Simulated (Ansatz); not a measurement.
## AlHBrClF2: molecular dynamics (part 5 of 5)

Continued. System: AlHBrClF2. Method: RKS r2SCAN-D4/def2-SVP (Ansatz 0.2.0). It belongs to a series of runs on one base structure; here: dynamics from the highest image of the converged band.

Geometry of the input (Å):
```
Al 0.0134  -0.3036  0.0817
Cl 0.0110  0.1875  2.2726
F  1.4357  0.1261  -0.6438
F  -1.4444  0.0280  -0.6248
Br 0.0975  -2.6310  0.8155
H  0.0645  -1.4349  1.9856
```

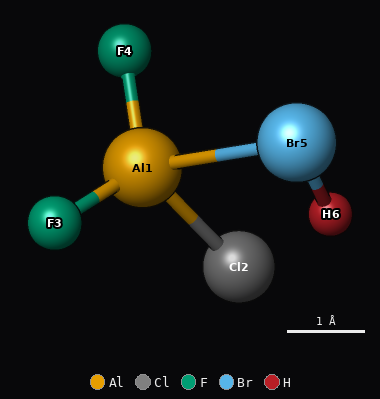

Fig. 1: The geometry at step 175 of the log (ball-and-stick view, seen at a tilt; atoms are numbered from 1 in the order of the input).

Trajectory as extended XYZ, continued
```
6
Properties=species:S:1:pos:R:3:forces:R:3 step=151 time_fs=75.5 energy=-94599.52261 temperature=137.4
Al    0.0061   -0.2080    0.1243    0.9559   0.1464   0.0570
Cl    0.0178    0.2313    2.2679   -0.0351   0.1959  -0.1884
F     1.4724    0.1081   -0.6418   -0.8421  -0.1451   0.3331
F    -1.4564   -0.0492   -0.6182   -0.1098   0.0883  -0.1440
Br    0.0912   -2.6567    0.8015    0.0172  -0.2393  -0.1388
H     0.0518   -1.7003    1.9600    0.0140  -0.0463   0.0812
6
Properties=species:S:1:pos:R:3:forces:R:3 step=153 time_fs=76.5 energy=-94599.52194 temperature=136.1
Al    0.0056   -0.2049    0.1267    0.9906   0.1907   0.0893
Cl    0.0178    0.2317    2.2666   -0.0363   0.2317  -0.1953
F     1.4707    0.1079   -0.6425   -0.8300  -0.1511   0.3273
F    -1.4541   -0.0493   -0.6189   -0.1564   0.0820  -0.1689
Br    0.0912   -2.6575    0.8017    0.0251  -0.4397  -0.3651
H     0.0527   -1.7233    1.9494    0.0070   0.0864   0.3126
6
Properties=species:S:1:pos:R:3:forces:R:3 step=154 time_fs=77.0 energy=-94599.52027 temperature=132.9
Al    0.0054   -0.2033    0.1278    0.9965   0.2079   0.1042
Cl    0.0178    0.2318    2.2659   -0.0366   0.2478  -0.1959
F     1.4697    0.1077   -0.6427   -0.8173  -0.1522   0.3213
F    -1.4530   -0.0493   -0.6192   -0.1751   0.0789  -0.1787
Br    0.0912   -2.6580    0.8018    0.0291  -0.5390  -0.4810
H     0.0532   -1.7346    1.9451    0.0034   0.1565   0.4301
6
Properties=species:S:1:pos:R:3:forces:R:3 step=156 time_fs=78.0 energy=-94599.51619 temperature=125.2
Al    0.0054   -0.2001    0.1302    0.9850   0.2283   0.1287
Cl    0.0178    0.2323    2.2645   -0.0369   0.2756  -0.1887
F     1.4673    0.1074   -0.6431   -0.7786  -0.1498   0.3037
F    -1.4509   -0.0493   -0.6200   -0.2024   0.0735  -0.1924
Br    0.0913   -2.6589    0.8020    0.0361  -0.7106  -0.6883
H     0.0542   -1.7560    1.9398   -0.0031   0.2831   0.6370
6
Properties=species:S:1:pos:R:3:forces:R:3 step=158 time_fs=79.0 energy=-94599.51506 temperature=123.1
Al    0.0057   -0.1967    0.1327    0.9423   0.2260   0.1435
Cl    0.0178    0.2328    2.2630   -0.0367   0.2970  -0.1677
F     1.4646    0.1070   -0.6434   -0.7228  -0.1410   0.2788
F    -1.4489   -0.0492   -0.6208   -0.2160   0.0697  -0.1976
Br    0.0913   -2.6599    0.8021    0.0403  -0.8107  -0.8159
H     0.0551   -1.7746    1.9406   -0.0071   0.3590   0.7588
6
Properties=species:S:1:pos:R:3:forces:R:3 step=160 time_fs=80.0 energy=-94599.52057 temperature=133.7
Al    0.0064   -0.1933    0.1352    0.8694   0.1996   0.1474
Cl    0.0178    0.2334    2.2614   -0.0358   0.3125  -0.1312
F     1.4614    0.1065   -0.6435   -0.6505  -0.1256   0.2471
F    -1.4470   -0.0491   -0.6218   -0.2161   0.0680  -0.1939
Br    0.0914   -2.6611    0.8021    0.0404  -0.8095  -0.8196
H     0.0560   -1.7899    1.9485   -0.0075   0.3551   0.7503
6
Properties=species:S:1:pos:R:3:forces:R:3 step=161 time_fs=80.5 energy=-94599.52584 temperature=143.9
Al    0.0068   -0.1916    0.1364    0.8220   0.1779   0.1452
Cl    0.0178    0.2337    2.2607   -0.0352   0.3182  -0.1073
F     1.4598    0.1062   -0.6435   -0.6084  -0.1157   0.2286
F    -1.4461   -0.0491   -0.6223   -0.2112   0.0679  -0.1888
Br    0.0914   -2.6617    0.8020    0.0389  -0.7698  -0.7703
H     0.0564   -1.7963    1.9552   -0.0063   0.3214   0.6926
6
Properties=species:S:1:pos:R:3:forces:R:3 step=163 time_fs=81.5 energy=-94599.53879 temperature=168.7
Al    0.0079   -0.1881    0.1390    0.7070   0.1205   0.1341
Cl    0.0178    0.2344    2.2591   -0.0336   0.3264  -0.0497
F     1.4562    0.1056   -0.6434   -0.5131  -0.0918   0.1868
F    -1.4443   -0.0489   -0.6234   -0.1923   0.0689  -0.1728
Br    0.0915   -2.6629    0.8019    0.0336  -0.6279  -0.5840
H     0.0572   -1.8068    1.9733   -0.0016   0.2039   0.4856
6
Properties=species:S:1:pos:R:3:forces:R:3 step=165 time_fs=82.5 energy=-94599.54985 temperature=190.0
Al    0.0093   -0.1845    0.1416    0.5675   0.0503   0.1169
Cl    0.0178    0.2352    2.2575   -0.0316   0.3314   0.0174
F     1.4523    0.1049   -0.6432   -0.4042  -0.0638   0.1384
F    -1.4426   -0.0488   -0.6246   -0.1627   0.0708  -0.1500
Br    0.0915   -2.6643    0.8016    0.0266  -0.4393  -0.3228
H     0.0580   -1.8153    1.9961    0.0044   0.0506   0.2001
6
Properties=species:S:1:pos:R:3:forces:R:3 step=167 time_fs=83.5 energy=-94599.55448 temperature=198.9
Al    0.0109   -0.1810    0.1443    0.4076  -0.0242   0.0976
Cl    0.0178    0.2361    2.2559   -0.0294   0.3353   0.0887
F     1.4483    0.1043   -0.6430   -0.2838  -0.0335   0.0836
F    -1.4411   -0.0486   -0.6258   -0.1244   0.0724  -0.1220
Br    0.0916   -2.6656    0.8014    0.0199  -0.2485  -0.0441
H     0.0588   -1.8234    2.0207    0.0103  -0.1016  -0.1039
6
Properties=species:S:1:pos:R:3:forces:R:3 step=168 time_fs=84.0 energy=-94599.55406 temperature=198.1
Al    0.0117   -0.1792    0.1456    0.3214  -0.0603   0.0887
Cl    0.0178    0.2366    2.2551   -0.0283   0.3375   0.1240
F     1.4462    0.1039   -0.6429   -0.2201  -0.0181   0.0541
F    -1.4403   -0.0484   -0.6265   -0.1028   0.0729  -0.1066
Br    0.0916   -2.6664    0.8012    0.0170  -0.1632   0.0865
H     0.0592   -1.8278    2.0329    0.0127  -0.1688  -0.2466
6
Properties=species:S:1:pos:R:3:forces:R:3 step=170 time_fs=85.0 energy=-94599.54930 temperature=189.1
Al    0.0134   -0.1756    0.1483    0.1401  -0.1257   0.0747
Cl    0.0177    0.2376    2.2536   -0.0260   0.3438   0.1903
F     1.4419    0.1032   -0.6426   -0.0873   0.0123  -0.0090
F    -1.4388   -0.0482   -0.6278   -0.0559   0.0723  -0.0742
Br    0.0917   -2.6678    0.8010    0.0127  -0.0254   0.3086
H     0.0602   -1.8378    2.0551    0.0163  -0.2772  -0.4905
6
Properties=species:S:1:pos:R:3:forces:R:3 step=172 time_fs=86.0 energy=-94599.54298 temperature=177.0
Al    0.0153   -0.1721    0.1511   -0.0482  -0.1769   0.0682
Cl    0.0177    0.2387    2.2521   -0.0238   0.3539   0.2470
F     1.4376    0.1025   -0.6423    0.0498   0.0405  -0.0761
F    -1.4374   -0.0479   -0.6292   -0.0064   0.0693  -0.0411
Br    0.0918   -2.6692    0.8008    0.0106   0.0602   0.4620
H     0.0613   -1.8504    2.0726    0.0180  -0.3470  -0.6600
6
Properties=species:S:1:pos:R:3:forces:R:3 step=174 time_fs=87.0 energy=-94599.53954 temperature=170.4
Al    0.0170   -0.1687    0.1538   -0.2371  -0.2101   0.0709
Cl    0.0176    0.2400    2.2506   -0.0218   0.3687   0.2907
F     1.4333    0.1019   -0.6420    0.1873   0.0654  -0.1456
F    -1.4359   -0.0475   -0.6306    0.0430   0.0636  -0.0087
Br    0.0919   -2.6706    0.8006    0.0107   0.0898   0.5336
H     0.0626   -1.8663    2.0839    0.0178  -0.3774  -0.7408
6
Properties=species:S:1:pos:R:3:forces:R:3 step=175 time_fs=87.5 energy=-94599.53982 temperature=171.0
Al    0.0179   -0.1670    0.1552   -0.3296  -0.2195   0.0755
Cl    0.0176    0.2406    2.2500   -0.0209   0.3778   0.3072
F     1.4312    0.1016   -0.6419    0.2549   0.0763  -0.1805
F    -1.4352   -0.0474   -0.6313    0.0670   0.0597   0.0067
Br    0.0919   -2.6713    0.8005    0.0115   0.0831   0.5354
H     0.0633   -1.8756    2.0869    0.0171  -0.3774  -0.7443
6
Properties=species:S:1:pos:R:3:forces:R:3 step=177 time_fs=88.5 energy=-94599.54456 temperature=180.1
Al    0.0196   -0.1637    0.1580   -0.5068  -0.2247   0.0903
Cl    0.0175    0.2420    2.2487   -0.0192   0.3987   0.3301
F     1.4271    0.1009   -0.6418    0.3850   0.0945  -0.2491
F    -1.4337   -0.0470   -0.6327    0.1121   0.0501   0.0356
Br    0.0920   -2.6728    0.8005    0.0146   0.0255   0.4642
H     0.0648   -1.8969    2.0876    0.0144  -0.3440  -0.6711
6
Properties=species:S:1:pos:R:3:forces:R:3 step=179 time_fs=89.5 energy=-94599.55262 temperature=195.5
Al    0.0210   -0.1604    0.1608   -0.6678  -0.2151   0.1093
Cl    0.0174    0.2435    2.2474   -0.0179   0.4211   0.3422
F     1.4232    0.1004   -0.6418    0.5047   0.1081  -0.3134
F    -1.4321   -0.0466   -0.6341    0.1516   0.0389   0.0610
Br    0.0921   -2.6742    0.8004    0.0195  -0.0917   0.2840
H     0.0665   -1.9215    2.0820    0.0100  -0.2613  -0.4832
6
Properties=species:S:1:pos:R:3:forces:R:3 step=181 time_fs=90.5 energy=-94599.55884 temperature=207.3
Al    0.0222   -0.1573    0.1637   -0.8064  -0.1963   0.1275
Cl    0.0174    0.2451    2.2463   -0.0167   0.4423   0.3481
F     1.4196    0.0999   -0.6420    0.6094   0.1172  -0.3703
F    -1.4305   -0.0461   -0.6355    0.1838   0.0272   0.0826
Br    0.0921   -2.6756    0.8005    0.0258  -0.2644  -0.0076
H     0.0683   -1.9485    2.0718    0.0043  -0.1260  -0.1803
6
Properties=species:S:1:pos:R:3:forces:R:3 step=182 time_fs=91.0 energy=-94599.55949 temperature=208.5
Al    0.0227   -0.1557    0.1652   -0.8655  -0.1857   0.1345
Cl    0.0173    0.2459    2.2458   -0.0163   0.4516   0.3507
F     1.4179    0.0996   -0.6421    0.6549   0.1204  -0.3951
F    -1.4297   -0.0459   -0.6361    0.1967   0.0216   0.0920
Br    0.0922   -2.6763    0.8005    0.0292  -0.3668  -0.1897
H     0.0692   -1.9625    2.0659    0.0011  -0.0410   0.0077
6
Properties=species:S:1:pos:R:3:forces:R:3 step=184 time_fs=92.0 energy=-94599.55422 temperature=198.4
Al    0.0235   -0.1527    0.1681   -0.9603  -0.1667   0.1406
Cl    0.0172    0.2477    2.2448   -0.0155   0.4666   0.3586
F     1.4147    0.0992   -0.6426    0.7298   0.1241  -0.4353
F    -1.4279   -0.0455   -0.6374    0.2154   0.0116   0.1075
Br    0.0923   -2.6778    0.8005    0.0359  -0.5820  -0.5917
H     0.0710   -1.9907    2.0546   -0.0054   0.1464   0.4203
6
Properties=species:S:1:pos:R:3:forces:R:3 step=186 time_fs=93.0 energy=-94599.54325 temperature=177.5
Al    0.0239   -0.1497    0.1711   -1.0209  -0.1553   0.1327
Cl    0.0172    0.2496    2.2439   -0.0149   0.4768   0.3745
F     1.4119    0.0989   -0.6432    0.7811   0.1252  -0.4613
F    -1.4260   -0.0450   -0.6387    0.2241   0.0042   0.1190
Br    0.0924   -2.6793    0.8004    0.0409  -0.7648  -0.9603
H     0.0728   -2.0175    2.0472   -0.0104   0.3140   0.7954
6
Properties=species:S:1:pos:R:3:forces:R:3 step=188 time_fs=94.0 energy=-94599.53570 temperature=163.1
Al    0.0240   -0.1467    0.1741   -1.0447  -0.1552   0.1081
Cl    0.0171    0.2516    2.2432   -0.0147   0.4835   0.4014
F     1.4095    0.0986   -0.6441    0.8070   0.1239  -0.4715
F    -1.4240   -0.0446   -0.6398    0.2221  -0.0001   0.1261
Br    0.0924   -2.6810    0.8002    0.0426  -0.8534  -1.1704
H     0.0745   -2.0413    2.0474   -0.0123   0.4013   1.0063
6
Properties=species:S:1:pos:R:3:forces:R:3 step=189 time_fs=94.5 energy=-94599.53599 temperature=163.7
Al    0.0239   -0.1453    0.1757   -1.0425  -0.1595   0.0894
Cl    0.0170    0.2527    2.2428   -0.0146   0.4861   0.4191
F     1.4084    0.0984   -0.6447    0.8101   0.1224  -0.4704
F    -1.4230   -0.0443   -0.6404    0.2171  -0.0010   0.1279
Br    0.0925   -2.6818    0.8001    0.0419  -0.8494  -1.1842
H     0.0752   -2.0519    2.0510   -0.0120   0.4013   1.0182
6
Properties=species:S:1:pos:R:3:forces:R:3 step=191 time_fs=95.5 energy=-94599.54522 temperature=181.3
Al    0.0234   -0.1424    0.1788   -1.0102  -0.1757   0.0404
Cl    0.0169    0.2549    2.2422   -0.0149   0.4908   0.4619
F     1.4067    0.0982   -0.6459    0.7971   0.1179  -0.4561
F    -1.4208   -0.0439   -0.6415    0.1988  -0.0006   0.1280
Br    0.0926   -2.6836    0.7997    0.0380  -0.7466  -1.0153
H     0.0767   -2.0701    2.0655   -0.0088   0.3142   0.8410
6
Properties=species:S:1:pos:R:3:forces:R:3 step=193 time_fs=96.5 energy=-94599.55894 temperature=207.5
Al    0.0226   -0.1396    0.1819   -0.9423  -0.1984  -0.0216
Cl    0.0168    0.2573    2.2417   -0.0154   0.4951   0.5117
F     1.4053    0.0981   -0.6474    0.7595   0.1109  -0.4262
F    -1.4185   -0.0434   -0.6425    0.1700   0.0020   0.1230
Br    0.0927   -2.6855    0.7992    0.0321  -0.5570  -0.6432
H     0.0782   -2.0853    2.0878   -0.0040   0.1474   0.4563
6
Properties=species:S:1:pos:R:3:forces:R:3 step=195 time_fs=97.5 energy=-94599.56676 temperature=222.5
Al    0.0214   -0.1369    0.1850   -0.8418  -0.2224  -0.0920
Cl    0.0167    0.2598    2.2414   -0.0161   0.4989   0.5632
F     1.4043    0.0980   -0.6491    0.6996   0.1010  -0.3825
F    -1.4162   -0.0430   -0.6435    0.1313   0.0059   0.1127
Br    0.0928   -2.6874    0.7986    0.0262  -0.3453  -0.1897
H     0.0795   -2.0992    2.1144    0.0007  -0.0382  -0.0118
6
Properties=species:S:1:pos:R:3:forces:R:3 step=196 time_fs=98.0 energy=-94599.56681 temperature=222.7
Al    0.0207   -0.1355    0.1865   -0.7806  -0.2330  -0.1287
Cl    0.0167    0.2611    2.2412   -0.0165   0.5004   0.5878
F     1.4039    0.0980   -0.6501    0.6623   0.0949  -0.3561
F    -1.4150   -0.0427   -0.6439    0.1085   0.0080   0.1056
Br    0.0929   -2.6884    0.7983    0.0237  -0.2486   0.0298
H     0.0802   -2.1061    2.1280    0.0026  -0.1218  -0.2384
6
Properties=species:S:1:pos:R:3:forces:R:3 step=198 time_fs=99.0 energy=-94599.56085 temperature=211.4
Al    0.0190   -0.1329    0.1895   -0.6395  -0.2484  -0.2021
Cl    0.0166    0.2638    2.2411   -0.0175   0.5028   0.6315
F     1.4034    0.0980   -0.6521    0.5752   0.0802  -0.2957
F    -1.4126   -0.0423   -0.6448    0.0569   0.0118   0.0874
Br    0.0930   -2.6904    0.7976    0.0198  -0.0939   0.4013
H     0.0816   -2.1211    2.1529    0.0051  -0.2525  -0.6224
6
Properties=species:S:1:pos:R:3:forces:R:3 step=200 time_fs=100.0 energy=-94599.55308 temperature=196.6
Al    0.0172   -0.1304    0.1925   -0.4785  -0.2531  -0.2716
Cl    0.0164    0.2667    2.2412   -0.0187   0.5041   0.6640
F     1.4032    0.0980   -0.6542    0.4749   0.0622  -0.2275
F    -1.4101   -0.0418   -0.6456   -0.0014   0.0144   0.0645
Br    0.0931   -2.6924    0.7971    0.0175  -0.0014   0.6442
H     0.0831   -2.1384    2.1720    0.0061  -0.3263  -0.8736
```
